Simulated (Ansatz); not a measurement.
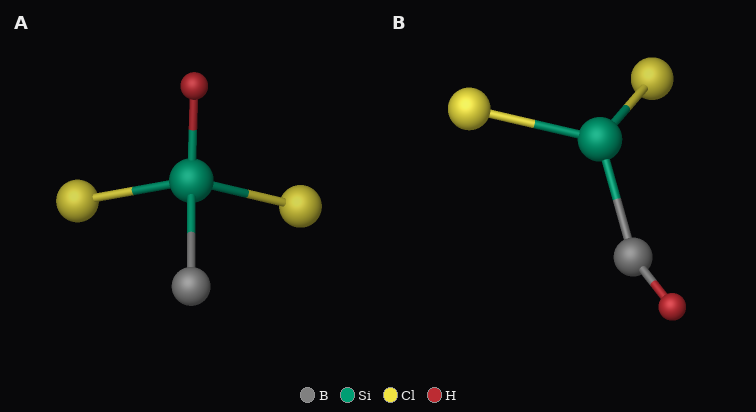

2 stationary structures of one formula. Geometries: PBE0-D4/def2-TZVP. Electronic energies: RHF-CCSD(T) (frozen core)/def2-TZVPP (Ansatz 0.2.0), without zero-point energy. No frequency run is at hand to confirm each as a minimum.

Question: Which is lowest in energy, and by how much?

Answer: B is lowest (Cs); A lies 18.9 kcal/mol above it (Cs).

Give E(B) − E(A) in kcal/mol at these levels too: PBE-D4/def2-TZVPP; PBE0-D4/def2-TZVP; r2SCAN-D4/def2-TZVPP; B3LYP-D4/def2-TZVPP; RHF-CCSD(T) (frozen core)/def2-TZVPP; ωB97M-V/def2-TZVPP; PBE0-D4/def2-TZVPP.

```json
{"level": "PBE-D4/def2-TZVPP", "E(B) − E(A) (kcal/mol)": "−27.2"}
{"level": "PBE0-D4/def2-TZVP", "E(B) − E(A) (kcal/mol)": "−23.6"}
{"level": "r2SCAN-D4/def2-TZVPP", "E(B) − E(A) (kcal/mol)": "−26.7"}
{"level": "B3LYP-D4/def2-TZVPP", "E(B) − E(A) (kcal/mol)": "−23.2"}
{"level": "RHF-CCSD(T) (frozen core)/def2-TZVPP", "E(B) − E(A) (kcal/mol)": "−18.9"}
{"level": "ωB97M-V/def2-TZVPP", "E(B) − E(A) (kcal/mol)": "−19.0"}
{"level": "PBE0-D4/def2-TZVPP", "E(B) − E(A) (kcal/mol)": "−23.7"}
```
